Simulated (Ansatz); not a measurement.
# Run report: C$_{3}$H$_{10}$GeSi, nudged elastic band (part 1 of 2)

System: C$_{3}$H$_{10}$GeSi, SMILES C=C([SiH3])[CH2][GeH3].
Method: RKS PBE/def2-SVP (Ansatz 0.2.0).

It belongs to a series of runs on one base structure; here: band between the two ends. Figures and captions count atoms from 1; the log counts them from 0 in places.

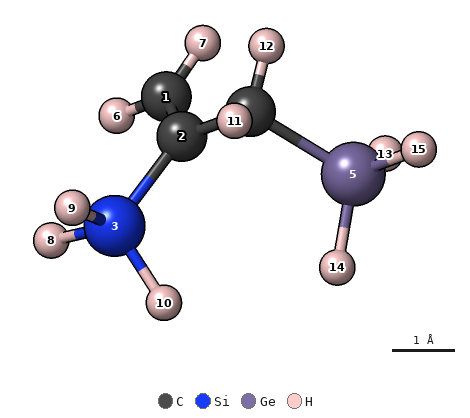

The input geometry (ball-and-stick view, seen at a tilt; atoms are numbered from 1 in the order of the input). Sticks mark near contacts. Bond lengths as drawn: C–C 1.35 to 1.51 Å, C–Ge 1.99 Å, C–H 1.10 to 1.11 Å, C–Si 1.89 Å, Ge–H 1.55 Å and H–Si 1.50 to 1.51 Å.

Input:
```yaml
crystal:
  periodic: [false, false, false]
  atoms:
    - { symbol: C, position_ang: [-0.053635, 1.27099, 1.491217] }
    - { symbol: C, position_ang: [-0.385065, 0.287497, 0.620248] }
    - { symbol: Si, position_ang: [-1.976452, 0.456307, -0.393875] }
    - { symbol: C, position_ang: [0.462208, -0.946639, 0.438204] }
    - { symbol: Ge, position_ang: [1.763147, -0.775945, -1.063937] }
    - { symbol: H, position_ang: [-0.668393, 2.177781, 1.610281] }
    - { symbol: H, position_ang: [0.849696, 1.2023, 2.125584] }
    - { symbol: H, position_ang: [-2.649047, 1.760889, -0.067345] }
    - { symbol: H, position_ang: [-2.912523, -0.682316, -0.074259] }
    - { symbol: H, position_ang: [-1.697893, 0.397586, -1.873868] }
    - { symbol: H, position_ang: [-0.150271, -1.849025, 0.229111] }
    - { symbol: H, position_ang: [1.067161, -1.160085, 1.345103] }
    - { symbol: H, position_ang: [2.777302, 0.348335, -0.724788] }
    - { symbol: H, position_ang: [1.02935, -0.419365, -2.38323] }
    - { symbol: H, position_ang: [2.522517, -2.119111, -1.249145] }
basis:
  gaussian: { orbitals: def2-SVP }
hamiltonian:
  xc: pbe
neb:
  order_check: false
  images: 7
  f_tol: 0.05
  max_iterations: 60
  spring: 0.5
  final_atoms:
    - { symbol: C, position_ang: [0.0330885, 1.43441067, 1.33845812] }
    - { symbol: C, position_ang: [-0.35640192, 0.37288088, 0.59228152] }
    - { symbol: Si, position_ang: [-1.96668877, 0.48889545, -0.39958546] }
    - { symbol: C, position_ang: [0.44026401, -0.90587615, 0.5336098] }
    - { symbol: Ge, position_ang: [1.7013387, -0.96592829, -1.01051083] }
    - { symbol: H, position_ang: [-0.54339661, 2.37327319, 1.36543835] }
    - { symbol: H, position_ang: [0.95026623, 1.40325291, 1.95564956] }
    - { symbol: H, position_ang: [-2.93517751, -0.56801972, 0.06870921] }
    - { symbol: H, position_ang: [-1.73076777, 0.25172774, -1.86896987] }
    - { symbol: H, position_ang: [-2.58160836, 1.84775757, -0.21008326] }
    - { symbol: H, position_ang: [-0.21018087, -1.80208334, 0.44857909] }
    - { symbol: H, position_ang: [1.06451552, -1.03611128, 1.44345218] }
    - { symbol: H, position_ang: [2.75465675, 0.16125675, -0.84355684] }
    - { symbol: H, position_ang: [0.9405705, -0.76132721, -2.34696663] }
    - { symbol: H, position_ang: [2.41762361, -2.34491017, -1.03720393] }
  initial_path:
    images:
      - { positions_ang: [[-0.053635, 1.27099, 1.491217], [-0.385065, 0.287497, 0.620248], [-1.976452, 0.456307, -0.393875], [0.462208, -0.946639, 0.438204], [1.763147, -0.775945, -1.063937], [-0.668393, 2.177781, 1.610281], [0.849696, 1.2023, 2.125584], [-2.649047, 1.760889, -0.067345], [-2.912523, -0.682316, -0.074259], [-1.697893, 0.397586, -1.873868], [-0.150271, -1.849025, 0.229111], [1.067161, -1.160085, 1.345103], [2.777302, 0.348335, -0.724788], [1.02935, -0.419365, -2.38323], [2.522517, -2.119111, -1.249145]] }
      - { positions_ang: [[-0.02927298, 1.221688, 1.46161545], [-0.40103034, 0.26078514, 0.59268612], [-2.02041782, 0.43579542, -0.36463294], [0.46318154, -0.96437306, 0.37718786], [1.79870436, -0.71787617, -1.03516226], [-0.65317496, 2.13504906, 1.60632088], [0.88608065, 1.15828515, 2.05382062], [-2.47119374, 1.4215136, -0.48560088], [-2.8628209, -0.09711852, -0.00122092], [-2.01554188, 0.11109736, -1.37647336], [-0.16698896, -1.83429594, 0.09205499], [0.9966541, -1.23969009, 1.29756962], [2.76984178, 0.39020235, -0.59402472], [1.10937666, -0.28773355, -2.34405934], [2.57470451, -2.04412973, -1.25078012]] }
      - { positions_ang: [[-0.00491096, 1.172386, 1.4320139], [-0.41699568, 0.23407328, 0.56512423], [-2.06438365, 0.41528383, -0.33539087], [0.46415507, -0.98210712, 0.31617173], [1.83426172, -0.65980734, -1.00638753], [-0.63795693, 2.09231711, 1.60236076], [0.92246529, 1.11427029, 1.98205723], [-2.29334049, 1.08213821, -0.90385675], [-2.81311881, 0.48807896, 0.07181716], [-2.33319076, -0.17539129, -0.87907872], [-0.18370692, -1.81956689, -0.04500101], [0.92614721, -1.31929518, 1.25003623], [2.76238155, 0.4320697, -0.46326143], [1.18940332, -0.1561021, -2.30488869], [2.62689202, -1.96914847, -1.25241524]] }
      - { positions_ang: [[0.01945106, 1.123084, 1.40241235], [-0.43296102, 0.20736141, 0.53756235], [-2.10834947, 0.39477225, -0.30614881], [0.46512861, -0.99984118, 0.25515559], [1.86981907, -0.6017385, -0.97761279], [-0.62273889, 2.04958517, 1.59840064], [0.95884994, 1.07025544, 1.91029385], [-2.11548723, 0.74276281, -1.32211263], [-2.76341671, 1.07327645, 0.14485524], [-2.65083963, -0.46187993, -0.38168408], [-0.20042487, -1.80483783, -0.18205702], [0.85564031, -1.39890028, 1.20250285], [2.75492133, 0.47393704, -0.33249815], [1.26942998, -0.02447065, -2.26571803], [2.67907954, -1.8941672, -1.25405036]] }
      - { positions_ang: [[0.04381309, 1.07378199, 1.3728108], [-0.44892637, 0.18064955, 0.51000046], [-2.1523153, 0.37426066, -0.27690675], [0.46610214, -1.01757523, 0.19413945], [1.90537643, -0.54366967, -0.94883805], [-0.60752085, 2.00685323, 1.59444051], [0.99523459, 1.02624058, 1.83853046], [-1.93763397, 0.40338741, -1.74036851], [-2.71371461, 1.65847393, 0.21789332], [-2.96848851, -0.74836858, 0.11571056], [-0.21714283, -1.79010877, -0.31911302], [0.78513341, -1.47850537, 1.15496947], [2.7474611, 0.51580439, -0.20173486], [1.34945664, 0.1071608, -2.22654738], [2.73126705, -1.81918593, -1.25568548]] }
      - { positions_ang: [[0.04113194, 1.16393916, 1.36422263], [-0.42579525, 0.22870738, 0.53057073], [-2.10590867, 0.40291936, -0.30757643], [0.45964261, -0.98965046, 0.27900704], [1.854367, -0.64923433, -0.96425625], [-0.59148979, 2.09845822, 1.53718997], [0.9839925, 1.12049367, 1.86781024], [-2.18701986, 0.16053563, -1.28809908], [-2.4679779, 1.30678738, -0.30382248], [-2.87176847, -0.09933704, 0.03426211], [-0.21540234, -1.79310241, -0.12718999], [0.85497894, -1.36790685, 1.22709015], [2.74926001, 0.42716748, -0.36219036], [1.2472351, -0.1099612, -2.25665219], [2.65285619, -1.95061699, -1.20106509]] }
      - { positions_ang: [[0.03845079, 1.25409633, 1.35563446], [-0.40266414, 0.27676522, 0.55114099], [-2.05950203, 0.43157806, -0.33824611], [0.45318308, -0.96172569, 0.36387463], [1.80335756, -0.75479898, -0.97967444], [-0.57545873, 2.19006321, 1.47993943], [0.97275041, 1.21474675, 1.89709001], [-2.43640574, -0.08231615, -0.83582965], [-2.22224119, 0.95510083, -0.82553827], [-2.77504844, 0.5496945, -0.04718635], [-0.21366185, -1.79609606, 0.06473303], [0.92482447, -1.25730832, 1.29921082], [2.75105892, 0.33853057, -0.52264585], [1.14501357, -0.3270832, -2.286757], [2.57444533, -2.08204805, -1.1464447]] }
      - { positions_ang: [[0.03576965, 1.3442535, 1.34704629], [-0.37953303, 0.32482305, 0.57171126], [-2.0130954, 0.46023675, -0.36891578], [0.44672355, -0.93380092, 0.44874221], [1.75234813, -0.86036364, -0.99509264], [-0.55942767, 2.2816682, 1.42268889], [0.96150832, 1.30899983, 1.92636978], [-2.68579162, -0.32516793, -0.38356022], [-1.97650448, 0.60341428, -1.34725407], [-2.6783284, 1.19872603, -0.1286348], [-0.21192136, -1.7990897, 0.25665606], [0.99467, -1.1467098, 1.3713315], [2.75285783, 0.24989366, -0.68310135], [1.04279203, -0.5442052, -2.31686182], [2.49603447, -2.21347911, -1.09182431]] }
      - { positions_ang: [[0.0330885, 1.43441067, 1.33845812], [-0.35640192, 0.37288088, 0.59228152], [-1.96668877, 0.48889545, -0.39958546], [0.44026401, -0.90587615, 0.5336098], [1.7013387, -0.96592829, -1.01051083], [-0.54339661, 2.37327319, 1.36543835], [0.95026623, 1.40325291, 1.95564956], [-2.93517751, -0.56801972, 0.06870921], [-1.73076777, 0.25172774, -1.86896987], [-2.58160836, 1.84775757, -0.21008326], [-0.21018087, -1.80208334, 0.44857909], [1.06451552, -1.03611128, 1.44345218], [2.75465675, 0.16125675, -0.84355684], [0.9405705, -0.76132721, -2.34696663], [2.41762361, -2.34491017, -1.03720393]] }
```

Machine: 2 threads of Arm Neoverse V2, 24 GiB of memory available, shared host.

Launched with:
```bash
ansatz run input.yaml --threads 2 --pin off --max-ram 3072MiB --backend cpu --events-out ev --progress --plain --runs-dir out
```

Log:
```
Engine: ansatz 0.2.0, aarch64-unknown-linux-gnu
Functional definition: PBE
  parameter kappa = 0.804
  parameter beta = 0.06672455060314922
  exchange = pbe_x(kappa = kappa, mu = beta*pi^2/3)
  correlation = pbe_c(beta = beta)
1601 factors; their error is unknown
mean field evaluation 1: about -67629.4044 eV, gradient 6.3e1 eV
mean field evaluation 2: about -67606.4566 eV, gradient 1.1e2 eV
mean field evaluation 4: about -67639.3838 eV, gradient 8.4e0 eV
mean field evaluation 8: about -67639.5516 eV, gradient 2.0e-1 eV
mean field evaluation 16: about -67639.4517 eV, gradient 3.2e-4 eV
mean field -67639.45166534 eV, -2485.7040010343 hartree, gradient 2.7e-5 eV, S^2 0.000000; 0 other end points of the search recorded, 0 dependent functions left out
the calculation of the forces begins
reference -67639.45170907 eV, -2485.7040026414 hartree; 37, 37 occupied and 105, 105 virtual orbitals, 1601 factors
1601 factors; their error is unknown
mean field evaluation 32: about -67639.4517 eV, gradient 4.2e-3 eV
mean field -67639.45171181 eV, -2485.7040027420 hartree, gradient 2.7e-5 eV, S^2 0.000000; 0 other end points of the search recorded, 0 dependent functions left out
[... from here on the field's lines of each further geometry are left out, up to the last ...]
NEB iter   1: max|band force component| = 1.206e2 eV/Å  barrier→ = 51.8934 eV  barrier← = 51.8934 eV  Δτ_max = 0.1999 Å  (261 SCF iters)
NEB iter   2: max|band force component| = 4.593e1 eV/Å  barrier→ = 17.5838 eV  barrier← = 17.5839 eV  Δτ_max = 0.1979 Å  (248 SCF iters)
NEB iter   3: max|band force component| = 2.176e1 eV/Å  barrier→ = 8.8010 eV  barrier← = 8.8011 eV  Δτ_max = 0.1987 Å  (241 SCF iters)
NEB iter   4: max|band force component| = 7.242e0 eV/Å  barrier→ = 3.4168 eV  barrier← = 3.4168 eV  Δτ_max = 0.1988 Å  (240 SCF iters)
NEB iter   5: max|band force component| = 3.035e0 eV/Å  barrier→ = 1.0294 eV  barrier← = 1.0295 eV  Δτ_max = 0.2000 Å  (227 SCF iters)
NEB iter   6: max|band force component| = 1.234e0 eV/Å  barrier→ = 0.2603 eV  barrier← = 0.2604 eV  Δτ_max = 0.1936 Å  (207 SCF iters)
NEB iter   7: max|band force component| = 4.230e-1 eV/Å  barrier→ = 0.0814 eV  barrier← = 0.0815 eV  CI = image 6  Δτ_max = 0.1429 Å  (212 SCF iters)
NEB iter   8: max|band force component| = 3.635e-1 eV/Å  barrier→ = 0.0650 eV  barrier← = 0.0650 eV  CI = image 6  Δτ_max = 0.1172 Å  (214 SCF iters)
NEB iter   9: max|band force component| = 1.657e-1 eV/Å  barrier→ = 0.0571 eV  barrier← = 0.0571 eV  CI = image 6  Δτ_max = 0.1000 Å  (212 SCF iters)
NEB iter  10: max|band force component| = 9.943e-2 eV/Å  barrier→ = 0.0535 eV  barrier← = 0.0535 eV  CI = image 6  Δτ_max = 0.1922 Å  (213 SCF iters)
NEB iter  11: max|band force component| = 1.460e-1 eV/Å  barrier→ = 0.0538 eV  barrier← = 0.0538 eV  CI = image 2  Δτ_max = 0.0902 Å  (211 SCF iters)
NEB iter  12: max|band force component| = 1.228e-1 eV/Å  barrier→ = 0.0513 eV  barrier← = 0.0514 eV  CI = image 6  Δτ_max = 0.0769 Å  (213 SCF iters)
NEB iter  13: max|band force component| = 8.407e-2 eV/Å  barrier→ = 0.0512 eV  barrier← = 0.0512 eV  CI = image 6  Δτ_max = 0.0606 Å  (215 SCF iters)
NEB iter  14: max|band force component| = 6.648e-2 eV/Å  barrier→ = 0.0508 eV  barrier← = 0.0509 eV  CI = image 6  Δτ_max = 0.0376 Å  (201 SCF iters)
NEB iter  15: max|band force component| = 6.493e-2 eV/Å  barrier→ = 0.0508 eV  barrier← = 0.0508 eV  CI = image 6  Δτ_max = 0.0144 Å  (205 SCF iters)
the calculation of the forces begins
reference -67639.43287409 eV, -2485.7033104686 hartree; 37, 37 occupied and 105, 105 virtual orbitals, 1601 factors
1601 factors; their error is unknown
mean field evaluation 1056: about -67639.4009 eV, gradient 3.4e-4 eV
mean field -67639.40093090 eV, -2485.7021365779 hartree, gradient 2.6e-5 eV, S^2 0.000000; 1 other end points of the search recorded, 0 dependent functions left out
the calculation of the forces begins
reference -67639.40097445 eV, -2485.7021381783 hartree; 37, 37 occupied and 105, 105 virtual orbitals, 1601 factors
NEB iter  16: max|band force component| = 2.066e-2 eV/Å  barrier→ = 0.0507 eV  barrier← = 0.0508 eV  CI = image 6  Δτ_max = 0.0000 Å  (396 SCF iters)
```

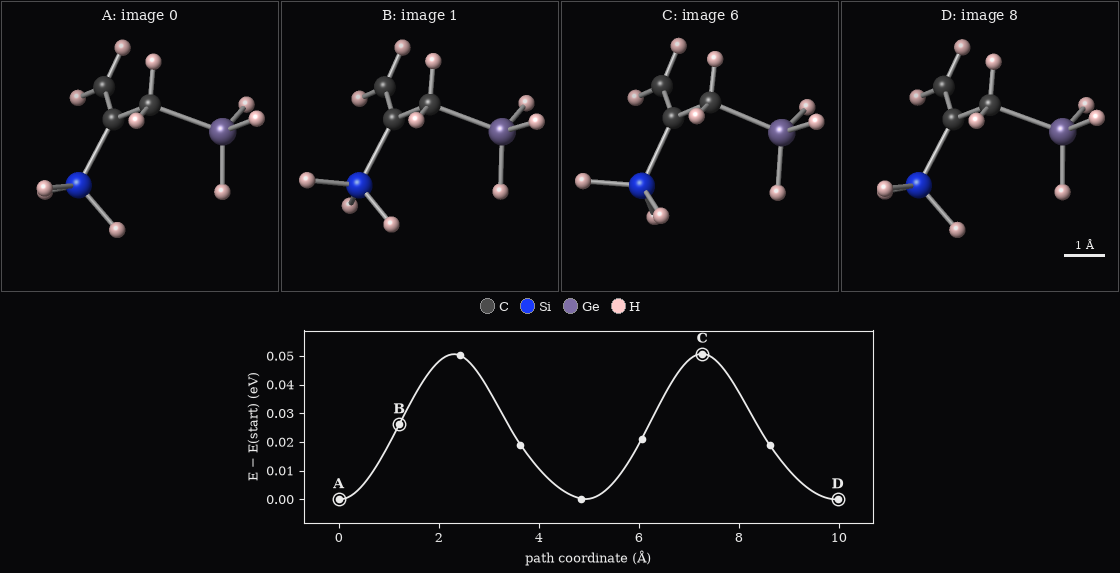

Images of the last band (counted from 0; ball-and-stick, seen at a tilt) above the energy along the path; the line is a cubic interpolation that uses the forces. The highest image is number 6, 0.051 eV above the start and 0.051 eV above the end (the climbing image); start and end have the same energy. The path is 9.98 Å long. The band converged in 16 iterations.
